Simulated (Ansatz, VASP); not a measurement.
# TlGa in two plane-wave programs

Aim: how closely do two programs agree when they are given the same cell, functional and k mesh? The cell is invented: other elements were put on sites of a known structure type. It may not be a known or stable phase. The cell is taken from a series of VASP runs on this material, whose earlier steps may have relaxed, scaled or displaced it; both programs get it as it stands. Valence electrons are named where the data sets of a main pair hold unlike numbers.

Main program and level: Ansatz 0.2.0; plane waves, with VASP 6.6.1 beside it; single point at PBE and band structure at PBE.

### 1. Starting point

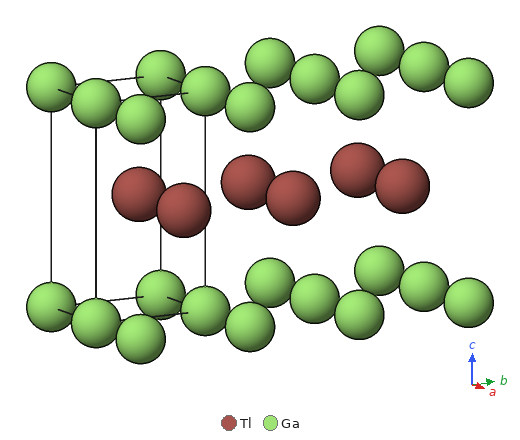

The cell as given, slightly off an axis (thallium brown, gallium green). 2×3×1 cells are drawn. Some periodic images of atoms are drawn too.

### 2. Ansatz: single point, PBE

Ansatz runs on its default PAW (the set named soft_2) files.

With cell and atoms fixed, the geometry can't cause a difference; cores, projectors, grids and the points listed under the comparison can.

input.yaml reads:

```yaml
crystal:
  lattice:
    - [3.4917025654, 0.0, 0.0]
    - [-1.7458512828, 3.0239031263, 0.0]
    - [0.0, 0.0, 4.8715932488]
  atoms:
    - { symbol: Tl, position: [0.33333333, 0.66666667, 0.5] }
    - { symbol: Ga, position: [0.0, 0.0, 0.0] }
hamiltonian:
  xc: pbe
  pseudopotentials: { kind: paw }
kpoints:
  mp_grid: { grid: [7, 7, 5] }
scf:
  occupations: { method: methfessel_paxton, width: 0.2 }
  n_extra_bands: 4
output:
  forces: true
  stress: true
  eigenvalues: true
  write_density: true
  write_potential: true
  elf: true
  volumetric_format: npy
```

Command:

```console
ansatz run input.yaml --threads 2 --pin off --max-ram 4608MiB --backend cpu --events-out ev --progress --plain --runs-dir out
```

Numbers of over 12 decimals in the logs are rounded to 6 here.

The program printed:

```text
scf.n_extra_bands = 4 over 13 filled bands (N_el = 26.0): the run solves 17 bands
Engine: ansatz 0.2.0, aarch64-unknown-linux-gnu
Pseudopotentials: kind: paw
Pseudopotential: Tl, paw, valence charge 13, recommended cutoff 420 eV (normal), Tl.paw.azcp
Pseudopotential: Ga, paw, valence charge 13, recommended cutoff 420 eV (normal), Ga.paw.azcp
Functional definition: PBE
  parameter kappa = 0.804
  parameter beta = 0.066725
  exchange = pbe_x(kappa = kappa, mu = beta*pi^2/3)
  correlation = pbe_c(beta = beta)
Crystal: 2 atoms, lattice volume = 51.437 Å³
Basis set: ecut = 420 eV, 983 PW (Γ), exchange–correlation on 48×48×72 points (8 copies of the dense FFT grid, shifted against one another)
Bands: 17, of which v1, the nominal top of the filled ones, is band 13 counted from 1 (12 counted from 0)
Symmetry: 12 space group operations
Space group: P-6m2 (ITA 187), of the structure as read, at distance tolerance 3.7e-5 Å
k-points: 24 of 245 (time reversal used)
Non-local potential: Tl, projectors of the file, l = 0: 2, l = 1: 2, l = 2: 2, l = 3: 1
Non-local potential: Ga, projectors of the file, l = 0: 2, l = 1: 2, l = 2: 3, l = 3: 1
PAW form: soft (Blöchl's): semilocal exchange-correlation on the pseudo side does not see the compensation charge
PAW one-centre angular grid: Tl, 590 points (default); XC on 64 Gauss nodes
PAW one-centre angular grid: Ga, 590 points (default); XC on 64 Gauss nodes
Initial density: superposition of atomic densities (neutral atoms: chi_scale 0, normalization atom), corrected by the library's trained network
Initial wavefunctions: pseudopotential atomic-orbital guess
Functional: x = pbe(κ = 0.804, μ = 0.219515), c = pbe(β = 0.066725)
SCF iter   1: F=—  HF=-15226.887851 eV  |F-HF|=—  |Δ(HF+E_count)|=         —  Δρ=2.08e-3  dr2=2.67e-3  ethr=1.77e-3  ⟨swp⟩=5.6  Hψ=2011  notcnv=0
preconditioner: auto → none  [insulator: Δε(μ)=0.146 eV  Ē_g=14.898 eV  σ=0.200 eV  W_gap=0.56  n_scr=8 (ndim 8)  ℏωp=26.4 eV  f_vac=0.000  D(μ)=1.22/eV (n_scr^D=2)  ε∞_Penn≈4.1]
SCF iter   2: F=—  HF=-15226.886363 eV  |F-HF|=—  |Δ(HF+E_count)|=   1.49e-3  S|Δr|=    0.00e0  Δρ=9.59e-4  dr2=4.48e-4  ethr=1.03e-5  ⟨swp⟩=1.8  Hψ=702  notcnv=0
SCF iter   3: F=—  HF=-15226.886388 eV  |F-HF|=—  |Δ(HF+E_count)|=   2.49e-5  S|Δr|=    0.00e0  Δρ=2.60e-4  dr2=9.93e-5  ethr=1.72e-6  ⟨swp⟩=2.6  Hψ=627  notcnv=0
SCF iter   4: F=—  HF=-15226.886360 eV  |F-HF|=—  |Δ(HF+E_count)|=   2.79e-5  S|Δr|=    0.00e0  Δρ=7.01e-5  dr2=2.21e-6  ethr=3.82e-7  ⟨swp⟩=2.0  Hψ=574  notcnv=0
SCF iter   5: F=—  HF=-15226.886361 eV  |F-HF|=—  |Δ(HF+E_count)|=   8.39e-7  S|Δr|=    0.00e0  Δρ=2.52e-5  dr2=1.66e-7  ethr=8.52e-9  ⟨swp⟩=2.8  Hψ=736  notcnv=0
SCF iter   6: F=-15226.886361 eV  HF=-15226.886361 eV  |F-HF|=2.73e-9  |Δ(HF+E_count)|=   1.15e-7  S|Δr|=    0.00e0  Δρ=4.68e-6  dr2=6.38e-9  ethr=3.85e-10  ⟨swp⟩=7.9  Hψ=2617  notcnv=0
SCF 1 converged in 6 iterations: F = -15226.886361 eV  dr2 = 6.38e-9
  greatest PAW one-centre occupation: 0.995 electrons in one spin orbital (limit 2), on the Ga atom at site 1 (counted from 0), in its partial waves of l = 2
SCF converged after 6 iterations
Stability not checked: this state was not tested for a lower state beside it, because cold or Methfessel-Paxton smearing, or corrected tetrahedra, fill the levels in a way that the test cannot read (fill_not_monotonic; see scf.lower_state_search)
Free energy (F): -15226.886361 eV
Harris-Foulkes:  -15226.886361 eV  (|F-HF|=2.73e-9)
Internal energy: -15226.888424 eV  (E = F + TS)
E sigma→0 (E₀):  -15226.886877 eV
Entropy (-TS):   0.002064 eV (1.032 meV/atom)
Fermi energy:    9.313869 eV
--- Per-component energies (eV) ---
  E_band       = -51.790013
  E_kinetic    = 447.362084
  E_local      = -2819.010260  (includes V_loc(G=0)·N_el)
  E_nonlocal   = 738.373336
  E_hartree    = 1228.908362
  E_xc         = -299.556823
  E_vxc        = -199.445421  (∫ρ·V_xc dr)
  E_paw        = -12148.818209  (= ΣΔE_a)
  E_vpaw       = -676.887672  (= ΣTr[D̂ρ^β])
  E_aug_tail   = -0.000096  (compensation charges beyond the density's cutoff)
  E_ewald      = -2374.146819
  E_smearing   = 0.002064  (= −TS)
  E_closure    = 0.000000  (closes the sum)
  Σ components = -15226.886361   (vs F -15226.886361, Δ=0.00e0)
--- Forces (eV/Å), atoms counted from 1 ---
  atom   1  Tl    -0.00000000    -0.00000000     0.00000000
  atom   2  Ga     0.00000000     0.00000000     0.00000000
  max |Σ_I F_I| component: 9.25e-18 eV/Å
--- Stress (GPa, compression-positive) ---
        0.115248       0.000000       0.000000
        0.000000       0.115248       0.000000
        0.000000       0.000000       0.630666
  P = ⅓ Tr σ = 0.2871 GPa (2.871 kbar)
--- Band table (eV; the first three rows and the last of 24) ---
  k-point 0: bands = [... 9 lower, -2.1975, -0.8906, 5.7397, 6.7083, 15.1161, 15.1161, 17.8446, 17.8446]
  k-point 1: bands = [... 9 lower, -2.2004, -0.6248, 3.6774, 9.2631, 15.2844, 15.2844, 17.8302, 17.8302]
  k-point 2: bands = [... 9 lower, -2.2054, 0.1548, 1.7736, 12.6475, 15.6066, 15.6066, 16.3002, 17.7839]
  k-point 23: bands = [... 9 lower, -2.1580, 4.1638, 5.2164, 7.5628, 8.2586, 9.1790, 10.3939, 16.6473]
```

The job ended after 2.8 s (2 threads of Arm Neoverse N1, shared host; peak memory 0.31 GiB).

Reading the cycles: dr2 is the Hartree energy of the density residual (eV), the measure of convergence; HF is the Harris–Foulkes estimate of the energy, which meets the free energy F at convergence.

The run ends at a pressure of 0.29 GPa.

### 3. VASP: single point, PBE

The same cell, functional, mesh and smearing now go to VASP, with its own data sets.

Lines of VASP's logs that name or quote its potential files are left out, and so is its time.

INCAR reads:

```
SYSTEM = TlGa
PREC = Accurate
ENCUT = 400
EDIFF = 1E-06
NELM = 100
ISMEAR = 1
SIGMA = 0.2
LREAL = .FALSE.
ALGO = Normal
GGA = PE
LORBIT = 11
LWAVE = .FALSE.
LCHARG = .TRUE.
ISIF = 2
LELF = .TRUE.
LVHAR = .TRUE.
```

POSCAR reads:

```
TlGa
1.0
    3.4917025654      0.0000000000      0.0000000000
   -1.7458512828      3.0239031263      0.0000000000
    0.0000000000      0.0000000000      4.8715932488
Tl Ga
1 1
Direct
    0.3333333300      0.6666666700      0.5000000000
    0.0000000000      0.0000000000      0.0000000000
```

KPOINTS reads:

```
Automatic mesh
0
Gamma
7 7 5
0 0 0
```

Potentials, in the order of the species: Tl_d and Ga_d (PBE family, release 64).

Command:

```console
mpirun -np 1 vasp_std
```

The program printed:

```text
[banner, memory and clock lines left out]
running    1 mpi-ranks, on    1 nodes
 distrk:  each k-point on    1 cores,    1 groups
 distr:  one band on    1 cores,    1 groups

 POSCAR found type information on POSCAR TlGa
 POSCAR found :  2 types and       2 ions
 LDA part: xc-table for (Slater+PW92), standard interpolation
 POSCAR, INCAR and KPOINTS ok, starting setup
 FFT: planning ... GRIDC
 FFT: planning ... GRID_SOFT
 FFT: planning ... GRID
 WAVECAR not read
 entering main loop
       N       E                     dE             d eps       ncg     rms          rms(c)
DAV:   1     0.123296767868E+03    0.12330E+03   -0.12659E+04   872   0.186E+03
DAV:   2     0.842081443957E+00   -0.12245E+03   -0.12037E+03   848   0.332E+02
DAV:   3    -0.482421226638E+01   -0.56663E+01   -0.55996E+01  1088   0.730E+01
DAV:   4    -0.490084552480E+01   -0.76633E-01   -0.76338E-01   873   0.759E+00
DAV:   5    -0.490263782837E+01   -0.17923E-02   -0.17918E-02  1064   0.120E+00    0.290E+00
DAV:   6    -0.485777974536E+01    0.44858E-01   -0.98421E-02   938   0.309E+00    0.203E+00
DAV:   7    -0.484994379202E+01    0.78360E-02   -0.34060E-02   938   0.173E+00    0.695E-01
DAV:   8    -0.484922550335E+01    0.71829E-03   -0.32739E-03   906   0.599E-01    0.441E-02
DAV:   9    -0.484923343488E+01   -0.79315E-05   -0.10795E-04   913   0.838E-02    0.136E-02
DAV:  10    -0.484923725916E+01   -0.38243E-05   -0.63413E-06   871   0.247E-02    0.313E-03
DAV:  11    -0.484923791604E+01   -0.65687E-06   -0.83316E-07   503   0.888E-03
   1 F= -.48492379E+01 E0= -.48498987E+01  d E =0.198240E-02
```

From OUTCAR (step 3):

```text
ion  position               nearest neighbor table
   1  0.333  0.667  0.500-   2 3.16   2 3.16   2 3.16   2 3.16   2 3.16   2 3.16
   2  0.000  0.000  0.000-   1 3.16   1 3.16   1 3.16   1 3.16   1 3.16   1 3.16

  LATTYP: Found a hexagonal cell.
 ALAT       =     3.4917025654
 C/A-ratio  =     1.3951913594

 Subroutine GETGRP returns: Found 12 space group operations
 (whereof 12 operations were pure point group operations)

The static configuration has the point symmetry D_3h.

 Found     24 irreducible k-points:

   k-points           NKPTS =     24   k-points in BZ     NKDIM =     24   number of bands    NBANDS=     17

   dimension x,y,z NGX =    24 NGY =   24 NGZ =   32
   dimension x,y,z NGXF=    48 NGYF=   48 NGZF=   64

   ENCUT  =  400.0 eV  29.40 Ry    5.42 a.u.   5.69  5.69  7.94*2*pi/ulx,y,z

   NELECT =      26.0000    total number of electrons

 k-points in reciprocal lattice and weights: Automatic mesh
   0.00000000  0.00000000  0.00000000       0.004
   0.14285714  0.00000000  0.00000000       0.024
   0.28571429  0.00000000  0.00000000       0.024
   0.42857143 -0.00000000  0.00000000       0.024
   0.14285714  0.14285714  0.00000000       0.024
   0.28571429  0.14285714  0.00000000       0.049
   0.42857143  0.14285714  0.00000000       0.024
   0.28571429  0.28571429  0.00000000       0.024
   0.00000000  0.00000000  0.20000000       0.008
[...]
0.42857143  0.14285714  0.40000000       0.049
   0.28571429  0.28571429  0.40000000       0.049

 average (electrostatic) potential at core
       1 -84.2004       2 -65.0612

 E-fermi :   5.6489

 k-point     1 :       0.0000    0.0000    0.0000
  band No.  band energies     occupation
    ...
      9      -5.8550      2.00000
     10      -5.8550      2.00000
     11      -4.5593      2.00000
     12       2.0691      2.00000
     13       3.0453      2.00000
     14      11.4527      0.00000
     15      11.4527      0.00000
     16      14.1863      0.00000
     17      14.1982      0.00000

 k-point     2 :       0.1429    0.0000    0.0000
  band No.  band energies     occupation
    ...
      9      -5.9171      2.00000
     10      -5.8649      2.00000
     11      -4.1985      2.00000
     12       2.2764      2.00000
     13       3.4741      2.00000
     14       8.8798     -0.00000
     15      10.4144      0.00000
     16      12.5662      0.00000
     17      14.9998      0.00000

 k-point     3 :       0.2857    0.0000    0.0000
  band No.  band energies     occupation
    ...
      9      -5.8871      2.00000
     10      -5.8486      2.00000
     11      -3.0989      2.00000
     12       2.6495      2.00000
     13       4.6709      2.00000
     14       5.7541      0.23227
     15       9.0750     -0.00000
     16      10.2564      0.00000
     17      12.3682      0.00000

  Total       -0.0342704     -0.0342704      0.1389557      0.0000000      0.0000000      0.0000000
  in kB       -1.0674635     -1.0674635      4.3282335      0.0000000      0.0000000      0.0000000
  external PRESSURE =       0.7311022 kB  Pullay stress =       0.0000000 kB

  energy-cutoff  :      400.00
  volume of cell :       51.44
      direct lattice vectors                 reciprocal lattice vectors
     3.491702565  0.000000000  0.000000000     0.286393237  0.165349212  0.000000000
    -1.745851283  3.023903126  0.000000000     0.000000000  0.330698425  0.000000000
     0.000000000  0.000000000  4.871593249     0.000000000  0.000000000  0.205271653

 POSITION                                       TOTAL-FORCE (eV/Angst)
 -----------------------------------------------------------------------------------
     -0.00000      2.01594      2.43580        -0.000000      0.000000      0.000000
      0.00000      0.00000      0.00000         0.000000     -0.000000      0.000000
 -----------------------------------------------------------------------------------
    total drift:                                0.000010     -0.000006     -0.000000

  FREE ENERGIE OF THE ION-ELECTRON SYSTEM (eV)
  ---------------------------------------------------
  free  energy   TOTEN  =        -4.8492379160 eV

  energy  without entropy=       -4.8512203160  energy(sigma->0) =       -4.84989872

 total charge
# of ion       s       p       d       tot
------------------------------------------
    1        1.164   0.420   9.641  11.225
    2        1.087   0.421   9.933  11.442
--------------------------------------------------
tot          2.251   0.841  19.575  22.667

[... 3 further parts left out ...]
```

The k-mesh is coarse for a metal.

The run ends at a pressure of 0.07 GPa.

### 4. Side by side

Known differences besides the potentials themselves: the cutoff is 420 eV in Ansatz and 400 eV in VASP; VASP leaves aspherical gradient terms in its spheres out (LASPH is not set), Ansatz keeps them. Total energies have different zeros and are not compared.

The two programs side by side:

| quantity | Ansatz | VASP | difference |
| --- | --- | --- | --- |
| pressure (GPa) | 0.29 | 0.07 | +0.21 |

### 5. VASP: band structure, PBE

A single point gives forces, pressure and levels at one fixed geometry, so differences don't come from the geometry; what else differs is listed under the comparison.

Changes to INCAR since step 3:

```diff
@@ -12,5 +12,2 @@
 LWAVE = .FALSE.
-LCHARG = .TRUE.
-ISIF = 2
-LELF = .TRUE.
-LVHAR = .TRUE.
+LCHARG = .FALSE.
```

POSCAR is that of step 3.

KPOINTS is that of step 3.

KPOINTS_OPT reads:

```
Line mode
16
Line-mode
Reciprocal
  0.00000000   0.00000000   0.00000000 GAMMA
  0.50000000   0.00000000   0.00000000 M

  0.50000000   0.00000000   0.00000000 M
  0.33333333   0.33333333   0.00000000 K

  0.33333333   0.33333333   0.00000000 K
  0.00000000   0.00000000   0.00000000 GAMMA

  0.00000000   0.00000000   0.00000000 GAMMA
  0.00000000   0.00000000   0.50000000 A

  0.00000000   0.00000000   0.50000000 A
  0.50000000   0.00000000   0.50000000 L

  0.50000000   0.00000000   0.50000000 L
  0.33333333   0.33333333   0.50000000 H

  0.33333333   0.33333333   0.50000000 H
  0.00000000   0.00000000   0.50000000 A

  0.50000000   0.00000000   0.50000000 L
  0.50000000   0.00000000   0.00000000 M

  0.33333333   0.33333333   0.00000000 K
  0.33333333   0.33333333   0.50000000 H
```

Command:

```console
mpirun -np 1 vasp_std
```

The program printed:

```text
[... set-up lines as in an earlier step ...]
 entering main loop
       N       E                     dE             d eps       ncg     rms          rms(c)
[... 11 cycles as in an earlier step ...]
   1 F= -.48492379E+01 E0= -.48498987E+01  d E =0.198240E-02
 Start KPOINTS_OPT (optional k-point list driver)
k-point batch [1-24\144]
       N       E                     dE             ncg
DAV:   1    -0.407147623774E+03   -0.12991E+05      864
DAV:   2    -0.337626031257E+04   -0.29691E+04      842
DAV:   3    -0.351151649985E+04   -0.13526E+03     1016
DAV:   4    -0.351324159848E+04   -0.17251E+01      898
DAV:   5    -0.351328266709E+04   -0.41069E-01     1080
DAV:   6    -0.351328394288E+04   -0.12758E-02      993
DAV:   7    -0.351328396259E+04   -0.19709E-04      966
DAV:   8    -0.351328396296E+04   -0.37156E-06      631
[...]
k-point batch [121-144\144]
       N       E                     dE             ncg
DAV:   1    -0.344950378146E+03   -0.20878E+05      850
DAV:   2    -0.329634960827E+04   -0.29514E+04      851
DAV:   3    -0.343515678831E+04   -0.13881E+03      976
DAV:   4    -0.343717102050E+04   -0.20142E+01      885
DAV:   5    -0.343721516679E+04   -0.44146E-01     1036
DAV:   6    -0.343721683057E+04   -0.16638E-02     1022
DAV:   7    -0.343721685434E+04   -0.23768E-04      996
DAV:   8    -0.343721685463E+04   -0.29258E-06      534
```

From OUTCAR (step 5):

```text
[... 6 parts as in an earlier step ...]

[... 1 further part left out ...]
[key lines of the parts left out:]
E-fermi :   5.6489
```

Spin-orbit coupling is off here; with elements this heavy it splits and shifts levels by tenths of an eV or more.

### 6. Ansatz: band structure, PBE

The same cell, functional, mesh and smearing now go to Ansatz, which takes its cutoff from its data sets.

The cell is taken from a series of VASP runs on this material, whose earlier steps may have relaxed, scaled or displaced it; both programs get it as it stands.

input.yaml, the sections that differ from step 2:

```yaml
kpoints:
  mp_grid: { grid: [7, 7, 5] }
  band_path:
    path:
      - [0.0, 0.0, 0.0]
      - [0.13333, 0.0, 0.0]
      - [0.3, 0.0, 0.0]
      - [0.46667, 0.0, 0.0]
      - [0.46667, 0.06667, 0.0]
      - [0.41111, 0.17778, 0.0]
      - [0.35556, 0.28889, 0.0]
      - [0.28889, 0.28889, 0.0]
      - [0.17778, 0.17778, 0.0]
      - [0.06667, 0.06667, 0.0]
      - [0.0, 0.0, 0.03333]
      - [0.0, 0.0, 0.2]
      - [0.0, 0.0, 0.36667]
      - [0.0, 0.0, 0.5]
      - [0.16667, 0.0, 0.5]
      - [0.3, 0.0, 0.5]
      - [0.46667, 0.0, 0.5]
      - [0.46667, 0.06667, 0.5]
      - [0.41111, 0.17778, 0.5]
      - [0.35556, 0.28889, 0.5]
      - [0.28889, 0.28889, 0.5]
      - [0.17778, 0.17778, 0.5]
      - [0.06667, 0.06667, 0.5]
      - [0.5, 0.0, 0.46667]
      - [0.5, 0.0, 0.3]
      - [0.5, 0.0, 0.13333]
      - [0.33333, 0.33333, 0.0]
      - [0.33333, 0.33333, 0.16667]
      - [0.33333, 0.33333, 0.33333]
      - [0.33333, 0.33333, 0.5]
    npoints: 1
scf:
  occupations: { method: methfessel_paxton, width: 0.2 }
  n_extra_bands: 7
output:
  forces: true
  stress: true
  eigenvalues: true
# crystal, hamiltonian: as in step 2
```

Command:

```console
ansatz run input.yaml --threads 2 --pin off --max-ram 4608MiB --backend cpu --events-out ev --progress --plain --runs-dir out
```

The program printed:

```text
[...]
Crystal: 2 atoms, lattice volume = 51.437 Å³
Basis set: ecut = 420 eV, 983 PW (Γ), exchange–correlation on 48×48×72 points (8 copies of the dense FFT grid, shifted against one another)
Bands: 20, of which v1, the nominal top of the filled ones, is band 13 counted from 1 (12 counted from 0)
[... 1 set-up line as in the run before ...]
[...]
k-points: 24 of 245 (time reversal used)
[...]
k-point 0: bands = [... 9 lower, -2.1976, -0.8906, 5.7398, 6.7083, 15.1162, 15.1162, 17.8446, 17.8446, ... 3 higher]
  k-point 1: bands = [... 9 lower, -2.2006, -0.6248, 3.6774, 9.2632, 15.2845, 15.2845, 17.8302, 17.8302, ... 3 higher]
  k-point 2: bands = [... 9 lower, -2.2055, 0.1548, 1.7736, 12.6475, 15.6067, 15.6067, 16.3002, 17.7838, ... 3 higher]
  k-point 23: bands = [... 9 lower, -2.1581, 4.1638, 5.2164, 7.5628, 8.2586, 9.1790, 10.3939, 16.6473, ... 3 higher]
[key lines of the parts left out:]
SCF converged after 5 iterations
Free energy (F): -15226.886361 eV
Fermi energy:    9.313884 eV
P = ⅓ Tr σ = 0.2871 GPa (2.871 kbar)
```

The job ended after 3.7 s (2 threads; peak memory 0.31 GiB; 6.7 s of CPU time).

### 7. Differences

Compared:

| quantity | Ansatz | VASP | difference |
| --- | --- | --- | --- |
| pressure (GPa) | 0.29 | 0.07 | +0.21 |

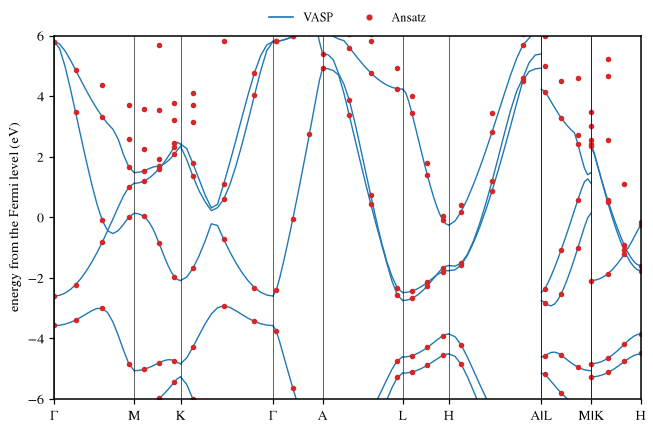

Bands from VASP (lines) and levels from Ansatz (dots). Dots without a line are higher empty bands that the VASP plot leaves out.

Levels from 3 eV below to 2 eV above the Fermi level differ by 2 meV r.m.s. and 7 meV at most; each VASP level is matched to the nearest of Ansatz, which flatters the figure a little.

### 8. Results

```yaml
difference_in_pressure_single_point_pbe: 0.21 GPa
r_m_s_difference_of_levels_near_the_fermi_level_band_structure_pbe: 2.0 meV
```

**Reading.** The difference in pressure is 0.21 GPa (single point, PBE), within the 1 GPa picked in this series as the mark of a large difference. Such differences can come from data sets, numerical settings and the points named under the comparisons, not from the functional's error against experiment.

[Lines on the potential files, build, host, timing and source positions are cut from VASP's logs without a mark.]

[Logs are printed without paths, hosts, clocks, repeated set-up lines and the standing remarks that a program may print on its own settings, such as how far it seeks lower states.]

[Hosts, paths, dates, database ids (printed as entryN), source tags and the programs' standing remarks are cut or masked in the printed files.]
